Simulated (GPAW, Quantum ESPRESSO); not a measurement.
# C K-edge XANES of HfC (Fm-3m), part 3 of 4

Aim: the C K edge of HfC (Fm-3m) by two routes, a Lanczos recursion (XSpectra) and a sum over empty bands (GPAW), to see which features are robust.

Quantum ESPRESSO 7.5 and GPAW 26.7.0; core-hole supercells, plane-wave PAW PBE.

So far. Step 8 (Spectrum with XCH, C atom 2 (Quantum ESPRESSO)): The total-energy difference is 287.91 eV. One term is added: -6.71 eV, since the hole is spin-paired here and a spin-polarised one costs that much less in the free atom (computed apart). The photon energy is then 281.20 eV. The functional leaves an error of a few eV in such absolute values.

The database entry behind the starting cell differs from later determinations by our own check (about 0.2 % long), so it need not match the best structure at ambient conditions.

## Step 9: Another broadening

Level of this step: X-ray absorption near-edge structure, plane-wave PAW PBE, one-electron final states by a Lanczos continued fraction (Quantum ESPRESSO).

The final state's lifetime shortens with energy, so measured features broaden above the edge; the saved Lanczos coefficients are redrawn with a width that grows.

Input file xspectra_plot.in:

```
&input_xspectra
   calculation='xanes_dipole', edge='K'
   prefix='x', outdir='tmp', xiabs=2, xe0=15.7955
   xonly_plot=.true., x_save_file='xanes.sav'
   xniter=3000, xcheck_conv=20, xerror=0.005
   xcoordcrys=.false., xepsilon(1)=1, xepsilon(2)=0, xepsilon(3)=0
/
&plot
   xnepoint=413, xemin=-10, xemax=45, terminator=.true., cut_occ_states=.true.
   gamma_mode='variable', gamma_energy(1)=4, gamma_energy(2)=25, gamma_value(1)=0.3, gamma_value(2)=2.5
/
&pseudos
   filecore='../C.wfc'
/
&cut_occ
   cut_desmooth=0.1, cut_stepl=0.05, cut_stepu=0.05, cut_ierror=1e-5
/
6 6 6 0 0 0
```

The run is started by

```console
$ OMP_NUM_THREADS=1 xspectra.x -in xspectra_plot.in > xspectra_plot.out
```

Numbers of over 12 decimals in the logs are rounded to 6 here.

The log of the run:

```text
     [... banner and references ...]
Reading input_file
     -------------------------------------------------------------------------

     calculation: xanes_dipole

     xonly_plot: TRUE
        => only the spectrum plot

     main plot parameters:
        cut_occ_states: TRUE
        gamma_mode:  variable
        -> first, constant up to point ( 4.00, 0.30) [eV]
        -> then, linear up to point (25.00, 2.50) [eV]
        -> finally, constant up to xemax
        xemin [eV]: -10.00
        xemax [eV]:  45.00
        xnepoint:  413
[...]
xemin [eV]: -10.00
        xemax [eV]:  45.00
        xnepoint:  413
        energy-dependent broadening parameter:
         -> first, constant up to point ( 4.00, 0.30) [eV]
         -> then, linear up to point (25.00, 2.50) [eV]
         -> finally, constant up to xemax
        Core level energy [eV]:  -284.2
         (from electron binding energy of neutral atoms in X-ray data booklet)

     Cross-section successfully written in xanes.dat

     -------------------------------------------------------------------------
                                END JOB XSpectra
     -------------------------------------------------------------------------
[key lines of the parts left out:]
Fermi level [eV]:  16.1291
```

Elapsed: 6.1 s, on 1 MPI rank of Arm Neoverse V2, shared host; peak memory 0.04 GiB.

With a Lorentzian half width 0.3 eV up to 4 eV, rising linearly to 2.5 eV at 25 eV, the maxima are 5.0 eV (1.56) and 10.2 eV (1.76).

## Step 10: The field without a hole (GPAW)

The second program starts from its own ground state, on the same cell and functional.

Input file scf.py:

```python
import numpy as np
from ase import Atoms
from ase.parallel import parprint, paropen
from gpaw import GPAW, PW, FermiDirac, Mixer, MixerDif, setup_paths
from gpaw.test import gen
setup_paths.insert(0, '.')
gen('C', name='nch1s', xcname='PBE', corehole=(1, 0, 0), write_xml=True)
from gpaw.mpi import world
world.barrier()

atoms = Atoms('HfC',
    cell=[[0, 2.325, 2.325],
     [2.325, 0, 2.325],
     [2.325, 2.325, 0]],
    scaled_positions=[[0.5, 0.5, 0.5],
     [0, 0, 0]],
    pbc=True)
atoms.calc = calc = GPAW(legacy_gpaw=True, mode=PW(500, force_complex_dtype=True), xc='PBE', setups={1: 'nch1s'},
    kpts={'size': (9, 9, 9), 'gamma': True}, occupations=FermiDirac(0.05),
    charge=0, mixer=Mixer(0.1, 5, 50), maxiter=150,
    convergence={'density': 0.0001, 'eigenstates': 1e-6}, txt='scf.txt')
energy = atoms.get_potential_energy() + calc.get_reference_energy()
ef = calc.get_fermi_level()
out = dict(energy=energy, fermi=ef, forces=atoms.get_forces().tolist())
parprint(f'all-electron energy {energy:.4f} eV, Fermi level {ef:.4f} eV')
ev = np.array([[calc.get_eigenvalues(k, s) for k in range(len(calc.get_ibz_k_points()))] for s in range(calc.get_number_of_spins())])
out['homo'], out['lumo'], out['counts'] = ev[ev < ef].max(), ev[ev > ef].min(), sorted(set((ev < ef).sum((0, 2)).tolist()))
out['filled'] = (ev[:, 0] < ef).sum(1).tolist()
import json
with paropen('out.json', 'w') as f:
    json.dump(out, f)
```

The run is started by

```console
$ OMP_NUM_THREADS=1 mpirun -n 4 gpaw python scf.py
```

The log of the run:

```text
Input parameters:
  convergence: {density: 0.0001,
                eigenstates: 1e-06}
  kpts: {gamma: True,
         size: (9, 9, 9)}
  maxiter: 150
  mixer: {backend: pulay,
          beta: 0.1,
          method: separate,
          nmaxold: 5,
          weight: 50}
  mode: {ecut: 500.0,
         force_complex_dtype: True,
         name: pw}
  occupations: {fixmagmom: False,
                name: fermi-dirac,
[...]
2s(2) :    -0.505334     1.046026
*s    :     0.494666
2p(2) :    -0.194204     0.955972
*p    :     0.805796
*d    :     0.000000
--------------------------------

Diagonalizing with gridspacing h=0.050

state   all-electron     PAW
-------------------------------
2s:      -0.505334    -0.505970
2p:      -0.194204    -0.194948
*d:                    0.044948
*f:                    0.074429
-------------------------------
all-electron energy -410932.3123 eV, Fermi level 10.9519 eV
[key lines of the parts left out:]
Converged after 11 iterations.
Dipole moment: (-0.000000, -0.000000, -0.000000) |e|*Ang
Free energy:    -18.569990
Fermi level: 10.95188
```

It took 5 s on 4 MPI ranks; peak memory 0.16 GiB.

The mesh shows no gap, so the system is treated as a metal and the core electron is put at the Fermi level (neutral cell).

## Step 11: Spectrum without a core hole, C atom 2 (GPAW)

Without a hole the spectrum is the empty density of states of the right symmetry on the absorber, weighted by matrix elements. It needs only the small cell and serves as the baseline. The data set with a hole of occupation 0 only carries the core orbital.

Input file xas.py:

```python
import numpy as np
from ase import Atoms
from ase.parallel import parprint, paropen
from gpaw import GPAW, PW, FermiDirac, Mixer, MixerDif, setup_paths
from gpaw.test import gen
setup_paths.insert(0, '.')
gen('C', name='nch1s', xcname='PBE', corehole=(1, 0, 0), write_xml=True)
from gpaw.mpi import world
world.barrier()

atoms = Atoms('HfC',
    cell=[[0, 2.325, 2.325],
     [2.325, 0, 2.325],
     [2.325, 2.325, 0]],
    scaled_positions=[[0.5, 0.5, 0.5],
     [0, 0, 0]],
    pbc=True)
atoms.calc = calc = GPAW(legacy_gpaw=True, mode=PW(500, force_complex_dtype=True), xc='PBE', setups={1: 'nch1s'},
    kpts={'size': (13, 13, 13), 'gamma': True}, occupations=FermiDirac(0.1),
    charge=0, mixer=Mixer(0.1, 5, 50), maxiter=150,
    convergence={'density': 0.0001, 'eigenstates': 1e-6}, txt='scf.txt')
energy = atoms.get_potential_energy() + calc.get_reference_energy()
ef = calc.get_fermi_level()
out = dict(energy=energy, fermi=ef, forces=atoms.get_forces().tolist())
parprint(f'all-electron energy {energy:.4f} eV, Fermi level {ef:.4f} eV')
ev = np.array([[calc.get_eigenvalues(k, s) for k in range(len(calc.get_ibz_k_points()))] for s in range(calc.get_number_of_spins())])
out['homo'], out['lumo'], out['counts'] = ev[ev < ef].max(), ev[ev > ef].min(), sorted(set((ev < ef).sum((0, 2)).tolist()))
out['filled'] = (ev[:, 0] < ef).sum(1).tolist()

from ase.units import Ha
from gpaw.xas import dipole_matrix_elements
nb = int(calc.get_number_of_electrons() / 2) + 23
top = nb
nscf = calc.fixed_density(kpts={'size': (9, 9, 9), 'gamma': True},
    convergence={'eigenstates': 1.0}, txt='nscf.txt')
nscf.diagonalize_full_hamiltonian(nbands=nb)
cell = atoms.cell.array
ops = [cell.T @ U.T @ np.linalg.inv(cell.T) for U in nscf.wfs.kd.symmetry.op_scc]
E = np.arange(-25, 34, 0.1)
fwhm = np.interp(E, [4, 25], [0.9, 3.5])
Y, X, zero, highest = 0, 0, 1e9, 1e9
for spin in range(nscf.get_number_of_spins()):
    wfs = nscf.wfs
    mine = wfs.bd.get_slice()  # this rank's bands
    A = dipole_matrix_elements(wfs.setups[1])
    eps = np.zeros((wfs.kd.nibzkpts, nb))
    d = np.zeros((3, A.shape[1], wfs.kd.nibzkpts, nb), complex)
    for kpt in wfs.kpt_u:
        if kpt.s == spin and 1 in kpt.P_ani:
            eps[kpt.k, mine] = kpt.eps_n * Ha
            d[:, :, kpt.k, mine] = (kpt.weight * wfs.nspins / 2) ** 0.5 * np.inner(A, kpt.P_ani[1])
    world.sum(eps)
    world.sum(d)
    T = np.einsum('amkn,bmkn->abkn', d, d.conj()).real
    T = sum(np.einsum('ai,ijkn,bj->abkn', R, T, R) for R in ops) / len(ops)
    empty = eps > ef
    zero, highest = min(zero, eps[empty].min()), min(highest, eps[:, top - 1].min())
    lines = [(eps, T, empty)] if spin == 0 else lines + [(eps, T, empty)]
for eps, T, empty in lines:
    f = np.einsum('aakn->akn', T).reshape(3, -1)
    x = eps.ravel() - zero
    w = np.interp(x, E, fwhm) / 2.35482
    g = np.exp(-0.5 * ((E[:, None] - x) / w) ** 2) / (w * (2 * np.pi) ** 0.5)
    Y = Y + (f * empty.ravel()) @ g.T
    X = X + (f * ~empty.ravel()) @ g.T
out.update(E=E.round(2).tolist(), xas=Y.tolist(), xes=X.tolist(), zero=zero, valid=highest - zero, nk=len(eps), nb=nb)
for i in range(0, len(E), 10):
    parprint(f'{E[i]:7.2f}', *(f'{v:10.3e}' for v in Y[:, i]))
import json
with paropen('out.json', 'w') as f:
    json.dump(out, f)
```

The run is started by

```console
$ OMP_NUM_THREADS=1 mpirun -n 4 gpaw python xas.py
```

The log of the run:

```text
Input parameters:
  convergence: {density: 0.0001,
                eigenstates: 1e-06}
  kpts: {gamma: True,
         size: (13, 13, 13)}
  maxiter: 150
  mixer: {backend: pulay,
          beta: 0.1,
          method: separate,
          nmaxold: 5,
          weight: 50}
  mode: {ecut: 500.0,
         force_complex_dtype: True,
         name: pw}
  occupations: {fixmagmom: False,
                name: fermi-dirac,
[...]
*p    :     0.805796
*d    :     0.000000
--------------------------------

Diagonalizing with gridspacing h=0.050

state   all-electron     PAW
-------------------------------
2s:      -0.505334    -0.505970
2p:      -0.194204    -0.194948
*d:                    0.044948
*f:                    0.074429
-------------------------------
all-electron energy -410932.3157 eV, Fermi level 10.9710 eV
[...]
32.00  2.116e-04  2.116e-04  2.116e-04
  33.00  1.444e-04  1.444e-04  1.444e-04
[key lines of the parts left out:]
Converged after 11 iterations.
Dipole moment: (-0.000000, -0.000000, -0.000000) |e|*Ang
Free energy:    -18.576850
Fermi level: 10.97097
```

Run time: 14 s. Hardware: 4 MPI ranks; peak memory 0.22 GiB; 56 s of CPU time.

The C K spectrum, C atom 2, no core hole (energy from the lowest empty level; intensity scaled to a mean of 1 over the first 20 eV):

```csv
E (eV),intensity
-2.0,0.00
-0.5,0.09
1.0,0.59
2.5,0.58
4.0,0.72
5.5,1.26
7.0,0.79
8.5,1.02
10.0,1.23
11.5,1.97
13.0,2.02
14.5,1.22
16.0,0.76
17.5,0.59
19.0,0.27
20.5,0.26
22.0,0.33
23.5,0.38
25.0,0.49
26.5,0.61
28.0,0.97
29.5,1.30
31.0,1.08
```

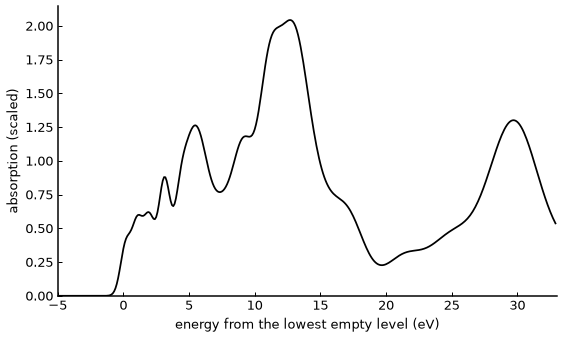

The C K edge, C atom 2, no core hole: main maxima at 3.1, 5.5 and 12.7 eV.

Main maxima below 24 eV (height): 1.9 eV (0.62), 3.1 eV (0.88), 5.5 eV (1.26) and 12.7 eV (2.04). 

The same matrix elements for filled bands give the C K emission of C atom 2 (ground-state approximation; energy from the lowest empty level, largest value 1):

```csv
E (eV),emission
-24.0,0.00
-22.5,0.00
-21.0,0.00
-19.5,0.00
-18.0,0.00
-16.5,0.00
-15.0,0.00
-13.5,0.00
-12.0,0.00
-10.5,0.00
-9.0,0.00
-7.5,0.00
-6.0,0.03
-4.5,0.24
-3.0,0.74
-1.5,0.42
0.0,0.08
1.5,0.00
3.0,0.00
```

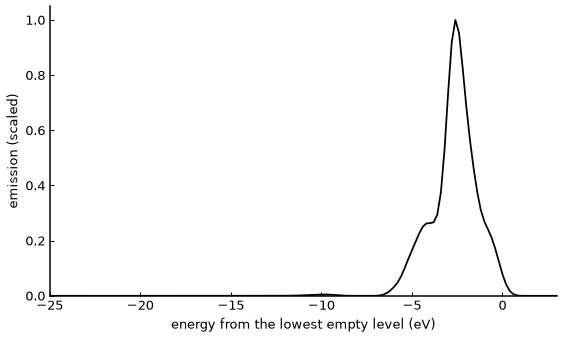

X-ray emission from the filled bands.

Emission maxima: -2.6 eV (1.00).

## Step 12: Reference energy of the supercell (GPAW)

Total energies of two programs can't be mixed, so the cell and mesh of GPAW's hole run get a reference energy of their own.

Edit scf.py of step 10 so:

```diff
@@ -10,11 +10,21 @@
 
-atoms = Atoms('HfC',
-    cell=[[0, 2.325, 2.325],
-     [2.325, 0, 2.325],
-     [2.325, 2.325, 0]],
-    scaled_positions=[[0.5, 0.5, 0.5],
-     [0, 0, 0]],
+atoms = Atoms('Hf6C6',
+    cell=[[2.325, 4.65, 2.325],
+     [4.65, -2.325, -2.325],
+     [-2.325, 4.65, -2.325]],
+    scaled_positions=[[0.75, 0, 0.75],
+     [0.25, 0.33333333, 0.91666667],
+     [0.75, 0.66666667, 0.08333333],
+     [0.75, 0.33333333, 0.41666667],
+     [0.25, 0.66666667, 0.58333333],
+     [0.25, 0, 0.25],
+     [0, 0, 0],
+     [0.5, 0.33333333, 0.16666667],
+     [0, 0.66666667, 0.33333333],
+     [0, 0.33333333, 0.66666667],
+     [0.5, 0.66666667, 0.83333333],
+     [0.5, 0, 0.5]],
     pbc=True)
-atoms.calc = calc = GPAW(legacy_gpaw=True, mode=PW(500, force_complex_dtype=True), xc='PBE', setups={1: 'nch1s'},
-    kpts={'size': (9, 9, 9), 'gamma': True}, occupations=FermiDirac(0.05),
+atoms.calc = calc = GPAW(legacy_gpaw=True, mode=PW(500, force_complex_dtype=True), xc='PBE', setups={6: 'nch1s'},
+    kpts={'size': (4, 4, 4), 'gamma': True}, occupations=FermiDirac(0.1),
     charge=0, mixer=Mixer(0.1, 5, 50), maxiter=150,
```

The run is started by

```console
$ OMP_NUM_THREADS=1 mpirun -n 4 gpaw python scf.py
```

The log of the run:

```text
Input parameters:
  convergence: {density: 0.0001,
                eigenstates: 1e-06}
  kpts: {gamma: True,
         size: (4, 4, 4)}
  maxiter: 150
  mixer: {backend: pulay,
          beta: 0.1,
          method: separate,
          nmaxold: 5,
          weight: 50}
  mode: {ecut: 500.0,
         force_complex_dtype: True,
         name: pw}
  occupations: {fixmagmom: False,
                name: fermi-dirac,
[...]
2s(2) :    -0.505334     1.046026
*s    :     0.494666
2p(2) :    -0.194204     0.955972
*p    :     0.805796
*d    :     0.000000
--------------------------------

Diagonalizing with gridspacing h=0.050

state   all-electron     PAW
-------------------------------
2s:      -0.505334    -0.505970
2p:      -0.194204    -0.194948
*d:                    0.044948
*f:                    0.074429
-------------------------------
all-electron energy -2465593.8962 eV, Fermi level 10.8459 eV
[key lines of the parts left out:]
Converged after 22 iterations.
Dipole moment: (0.000000, -0.000000, -0.000000) |e|*Ang
Free energy:   -111.463051
Fermi level: 10.84592
```

Elapsed: 56 s, on 4 MPI ranks; peak memory 0.29 GiB.

Reference energy: -2465593.896 eV with the cores included.

(Continued in part 4 of 4.)

[Banner, clock and machine lines of the logs are left out without a mark of their own.]

[Logs are printed without paths, hosts, clocks, repeated set-up lines and the standing remarks that a program may print on its own settings, such as how far it seeks lower states.]

[Hosts, paths, dates, database ids (printed as entryN), source tags and the programs' standing remarks are cut or masked in the printed files.]

[Lists of maxima count a maximum above −3 eV only where it reaches 4 % of the highest in the window and stands out from its surroundings by 2 % of it (1.5 % where it reaches 55 %); shoulders and weaker maxima are passed over, and of the rest the first, up to two pre-edge ones and the few strongest are named.]
